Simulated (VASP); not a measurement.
Band structure of Mg₂SeS (space group P-4m2). These are PBEsol GGA, VASP's PBE PAW potentials (set 64) (plane waves; VASP) values and carry that method's errors.

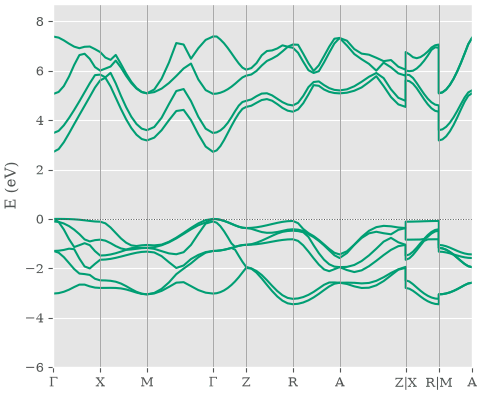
Figure. Bands along high-symmetry lines, zero at the valence-band maximum or, without a gap, the Fermi level

Question: Read the plot: is there a gap, and where are the band edges?

Answer: The gap is direct, 2.71 eV, from the valence maximum at Γ to the conduction minimum at Γ. (Edges off the drawn lines would not show.)

The structure comes from a computed database's Mg2SeS entry (P-4m2); how it stands against other phases isn't given here. It was relaxed first.
